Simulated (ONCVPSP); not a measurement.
## Pseudopotential generation for Rb

Rubidium (Rb, Z = 37), core [Kr], reference valence 5s1, valence charge 1. Computed at this level: ONCV potential, PBEsol, scalar-relativistic, made with ONCVPSP 4.0.1.

### Log (extracts)
```
ONCVPSP  (Optimized Norm-Conservinng Vanderbilt PSeudopotential)
scalar-relativistic version 4.0.1

#   n    l    f        energy (Ha)
    1    0    2.00    -5.5208805E+02
    2    0    2.00    -7.3752615E+01
    2    1    6.00    -6.5396625E+01
    3    0    2.00    -1.0934922E+01
    3    1    6.00    -8.2558557E+00
    3    2   10.00    -3.8215553E+00
    4    0    2.00    -1.1725169E+00
    4    1    6.00    -5.8719737E-01
    5    0    1.00    -8.1674736E-02

Reference configufation results
  iterations    25
  all-electron total energy (Ha)   -2.97934329D+03

Begin loop to  construct optimized pseudo wave functions
and semi-local pseudopoentials for all angular momenta

   Wellstate for l =  0  n =  7
     eigenvalue =   1.1183
     asymptotic potential =   1.6183
     half-point radius =  6.4695

Calculating optimized projector #   1

 for l=   0

    Fraction of norm inside rc  0.208840
    Optimizing pswf for qcut=   1.40 a_B^-1,  ecut=   0.98 Ha
    Residual kinetic energy error=  1.41D-03 Ha

    Energy error per electron        Cutoff
         Ha          eV             Ha
         0.01000     0.27211        0.29
         0.00100     0.02721        1.08
         0.00010     0.00272        5.14
         0.00001     0.00027        7.98

Calculating optimized projector #   2

 for l=   0

    Fraction of norm inside rc  0.208353
    Optimizing pswf for qcut=   1.40 a_B^-1,  ecut=   0.98 Ha
    Residual kinetic energy error=  1.86D-01 Ha

    Energy error per electron        Cutoff
         Ha          eV             Ha
         0.01000     0.27211        3.41
         0.00100     0.02721        7.11
         0.00010     0.00272        9.37
         0.00001     0.00027       12.46

   Wellstate for l =  1  n =  5
     eigenvalue =   0.1000
     asymptotic potential =   0.6000
     half-point radius =  6.2551

   Wellstate for l =  1  n =  9
     eigenvalue =   3.5000
     asymptotic potential =   4.0000
     half-point radius =  6.1172

Calculating optimized projector #   1

 for l=   1

    Fraction of norm inside rc  0.283372
    Optimizing pswf for qcut=   2.11 a_B^-1,  ecut=   2.22 Ha
    Residual kinetic energy error=  6.14D-04 Ha

    Energy error per electron        Cutoff
         Ha          eV             Ha
         0.01000     0.27211        0.48
         0.00100     0.02721        1.76
         0.00010     0.00272       15.92
         0.00001     0.00027       20.54

Calculating optimized projector #   2

 for l=   1

    Fraction of norm inside rc  0.186614
    Optimizing pswf for qcut=   2.11 a_B^-1,  ecut=   2.22 Ha
    Residual kinetic energy error=  7.74D-01 Ha

    Energy error per electron        Cutoff
         Ha          eV             Ha
         0.01000     0.27211        8.07
         0.00100     0.02721       22.99
         0.00010     0.00272       26.91
         0.00001     0.00027       35.27

   Wellstate for l =  2  n =  5
     eigenvalue =   0.4300
     asymptotic potential =   0.9300
     half-point radius =  6.3299

   Wellstate for l =  2  n =  7
     eigenvalue =   2.0300
     asymptotic potential =   2.5300
     half-point radius =  5.7578

Calculating optimized projector #   1

 for l=   2

    Fraction of norm inside rc  0.300540
    Optimizing pswf for qcut=   3.11 a_B^-1,  ecut=   4.82 Ha
    Residual kinetic energy error=  3.29D-03 Ha

    Energy error per electron        Cutoff
         Ha          eV             Ha
         0.01000     0.27211        4.06
         0.00100     0.02721        8.76
         0.00010     0.00272       23.38
         0.00001     0.00027       43.75

Calculating optimized projector #   2

 for l=   2

    Fraction of norm inside rc  0.202950
    Optimizing pswf for qcut=   3.11 a_B^-1,  ecut=   4.82 Ha
    Residual kinetic energy error=  6.00D-02 Ha

    Energy error per electron        Cutoff
         Ha          eV             Ha
         0.01000     0.27211        6.92
         0.00100     0.02721       25.18
         0.00010     0.00272       31.95
         0.00001     0.00027       56.89

Construct Vanderbilt / Kleinmman-Bylander projectors

B matrix Hermiticity error, ll=   0
   1   2   -2.4449E-05

  Orthonormal projector coefficients  2.3445E+00  3.5362E-01

B matrix Hermiticity error, ll=   1
   1   2   -4.2553E-05

  Orthonormal projector coefficients  2.9797E+00  5.2002E-01

B matrix Hermiticity error, ll=   2
   1   2   -4.7227E-05

  Orthonormal projector coefficients -1.7041E+00 -6.8090E-01

Pseudoatom total energy   -0.143554

Diagnostic tests using Vanderbilt-Kleinman-Bylander pseudopotentials
  1 or more projectors used as specified by nproj input data

   l    rcore       rmatch      e in        delta e   norm test  slope test

   0   3.6571769   3.7682167  -0.0816747  -0.0000000   1.0000041   1.0000030
   0   3.6571769   3.7682167   1.1183253   0.0000044   0.9999299   0.9999299

   1   3.7011947   3.8135709   0.1000000   0.0000004   1.0000151   1.0000151
   1   3.7011947   3.8135709   3.5000000   0.0000034   0.9998708   0.9998708

   2   2.9135515   3.0020132   0.4300000  -0.0000425   0.9998972   0.9998972
   2   2.9135515   3.0020132   2.0300000  -0.0001703   1.0001298   1.0001298

 Testing for bound ghosts
   n   l    E NL Schr. Eq   E Basis Diag.   E Cutoff

   1   0       -0.081675       -0.078447     13.90

   2   1       -0.027494       -0.013612     28.63

 Testing for highly-localized positive-energy ghosts
       l    <radius>/rc     E Basis Diag.   E Cutoff

       0        0.240429        0.978026     13.90  WARNING - GHOST(+)

       1        0.288226        3.518844     28.63  WARNING - GHOST(+)

Test configuration 0

   n   l     f        eae           eps        diff
   1   0  2.0000 -552.08805254
   2   0  2.0000  -73.75261490
   2   1  6.0000  -65.39662493
   3   0  2.0000  -10.93492197
   3   1  6.0000   -8.25585572
   3   2 10.0000   -3.82155528
   4   0  2.0000   -1.17251691
   4   1  6.0000   -0.58719737
   5   0  1.0000   -0.08167474   -0.08167476   -2.14D-08

    Total energies and differences
      AE_ref= -2.97934329D+03  AE_tst= -2.97934329D+03  dif=  0.00D+00
      PS_ref= -1.43553798D-01  PS_tst= -1.43553798D-01  dif=  5.55D-17
      PSP excitation error= -5.55D-17

Test configuration 1

   n   l     f        eae           eps        diff
   1   0  2.0000 -552.18627881
   2   0  2.0000  -73.85077921
   2   1  6.0000  -65.49478567
   3   0  2.0000  -11.03303023
   3   1  6.0000   -8.35395586
   3   2 10.0000   -3.91964191
   4   0  2.0000   -1.27012451
   4   1  6.0000   -0.68419731
   5   0  0.5000   -0.14857125   -0.14726338    1.31D-03

    Total energies and differences
      AE_ref= -2.97934329D+03  AE_tst= -2.97928591D+03  dif=  5.74D-02
      PS_ref= -1.43553798D-01  PS_tst= -8.62921514D-02  dif=  5.73D-02
      PSP excitation error=  1.18D-04

Test configuration 2

psatom: WARNING lschvkbb convergence error n,l,iter=   2   1   2
ea(ii),et,emin,emax -1.290441E-01 -1.161397E-01 -1.161397E-01 -1.161397E-01
run_config: WARNING for fully non-local PS atom, stg. 2
 WARNING no output for configuration 3
```

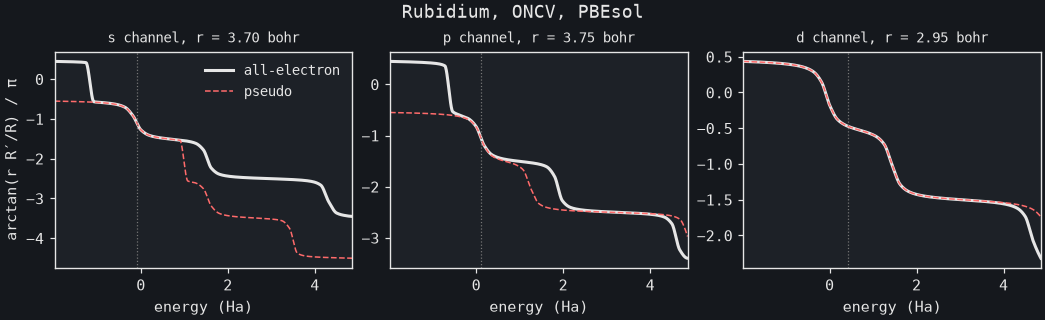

Fig. 1: Unwrapped phase arctan(r R′/R) in units of π against energy, all-electron (solid) and pseudo (dashed); the pseudo phase is matched to the all-electron one at the reference energy. Here R(r) is the radial function. A near-vertical step is a level narrower than the spacing of the points behind the curves. The dotted line marks the reference energy of the channel. Not drawn: f: not judged.

- Ghost states: Going away from the reference energies, the phases part by more than π/2 (or by a further π) in: s at about 1.0 Ha (above its reference energy, pseudo phase lower, at the flagged ghost); s at about 3.5 Ha (above its reference energy, pseudo phase lower); s at about -1.2 Ha (below its reference energy, pseudo phase lower, at the 4s core level, which only the all-electron atom has); p at about 1.3 Ha (above its reference energy, pseudo phase lower); p at about -0.6 Ha (below its reference energy, pseudo phase lower, at the 4p core level, which only the all-electron atom has); d at about 4.7 Ha (above its reference energy, pseudo phase higher). Such a step is either a state that only one of the two atoms has or an ordinary level shifted in energy. The separate test gives: no bound ghost flagged; GHOST(+) flagged for s at 26.6 eV, p at 95.8 eV.
- Range over which the phases agree within 0.05 rad: s: between about -1.1 and 1.0 Ha; p: between about -0.1 and 0.3 Ha; d: up to about 4.0 Ha.

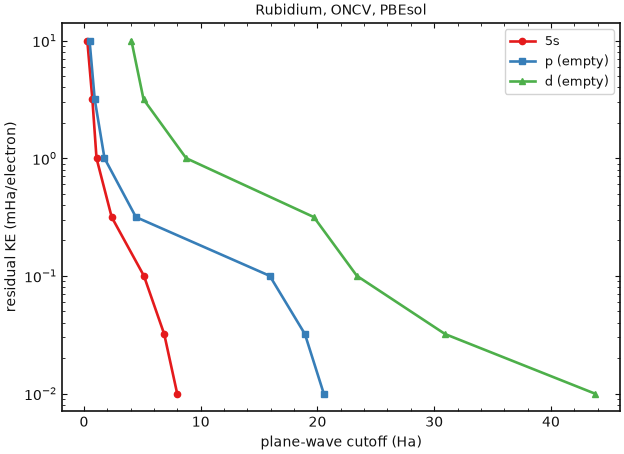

Fig. 2: Residual kinetic energy of the pseudo-waves (the first of each channel, and further valence shells) beyond the plane-wave cutoff, as the generator prints it.

- Cutoffs for the occupied states: 1.1 Ha for 1 mHa and 5.1 Ha for 0.1 mHa per electron. The first is set by 5s.
- Hardest wave at 1 mHa per electron: d (empty), with rc = 2.90 bohr and qcut = 3.1 1/bohr. The optimisation minimises, but can't always remove, the kinetic energy above qcut²/2 = 4.8 Ha, and a larger rc would as a rule soften the wave at some cost in transferability.
- Cutoffs for 1 mHa per electron: d (empty): 8.8 Ha; p (empty): 1.8 Ha; 5s: 1.1 Ha.

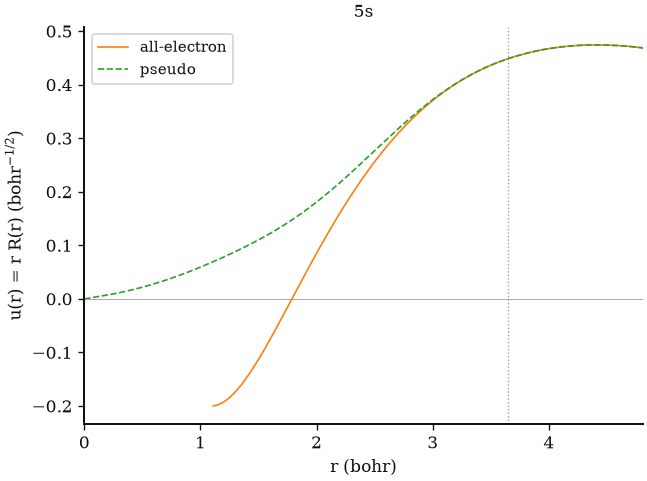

Fig. 3: All-electron valence functions (solid) with their pseudo partners (dashed). Dotted lines mark the matching radii. The innermost oscillations of some all-electron curves aren't drawn. Pseudo-waves: 5s has no node.

### The input
```
# ATOM AND REFERENCE CONFIGURATION
# atsym  z   nc   nv     iexc    psfile
  Rb 37.00    8    1  -116133      upf
#
#   n    l    f
    1    0    2.00
    2    0    2.00
    2    1    6.00
    3    0    2.00
    3    1    6.00
    3    2   10.00
    4    0    2.00
    4    1    6.00
    5    0    1.00
#
# PSEUDOPOTENTIAL AND OPTIMIZATION
# lmax
    2
#
#   l,   rc,      ep,       ncon, nbas, qcut
    0    3.65    0.00    4    7    1.40
    1    3.70    0.10    4    9    2.10
    2    2.90    0.43    3    7    3.10
#
# LOCAL POTENTIAL
# lloc, lpopt,  rc(5),   dvloc0
    4    5    1.80    3.00
#
# VANDERBILT-KLEINMAN-BYLANDER PROJECTORs
# l, nproj, debl
    0    2    1.20
    1    2    3.40
    2    2    1.60
#
# MODEL CORE CHARGE
# icmod, fcfact, rcfact
    0    0.00    0.00
#
# LOG DERIVATIVE ANALYSIS
# epsh1, epsh2, depsh
   -2.00    5.00    0.02
#
# OUTPUT GRID
# rlmax, drl
    6.00    0.01
#
# TEST CONFIGURATIONS
# ncnf
    2
# nvcnf
#   n    l    f
    1
    5    0    0.50
#
    2
    5    0    0.00
    5    1    1.00
#
```

Launched with:
```bash
oncvpsp.x < Rb.dat > Rb.out
```

### Key numbers

- outcome: generated, with a spurious state above the valence levels
- cutoffs needed: 1.1 Ha and 5.1 Ha (the cutoffs at which the residual kinetic energy of the hardest occupied pseudo-wave falls to 1 and 0.1 mHa per electron); the channels without a valence shell are harder: p needs 2 Ha for 1 mHa, d needs 9 Ha for 1 mHa
- ghost test: no bound ghost flagged; GHOST(+) flagged for s at 26.6 eV, p at 95.8 eV
- configuration tests: 1 of 2 tests not solved
- largest excitation error among the tests solved: +3.2 meV (all-electron minus pseudo) for 5s0.5
- clearest signs, in the scattering phases, of states that the all-electron atom lacks: s near 1.0 Ha
- range over which the phases arctan(r R′/R) at the test radius agree within 0.05 rad (a looser test near the poles than one of phase shifts): s: between about -1.1 and 1.0 Ha; p: between about -0.1 and 0.3 Ha; d: up to about 4.0 Ha; f: not judged, local potential alone
- hardware: 1 CPU thread, shared host
- wall time: 3.6 s

### Remarks

The scattering phases show an s state near 1.0 Ha, 1.1 Ha above the channel's reference energy, that the all-electron atom lacks; it spoils states at that energy. Warnings of the program, in the generation or the tests: psatom: WARNING lschvkbb convergence error n,l,iter= 2 1 2.
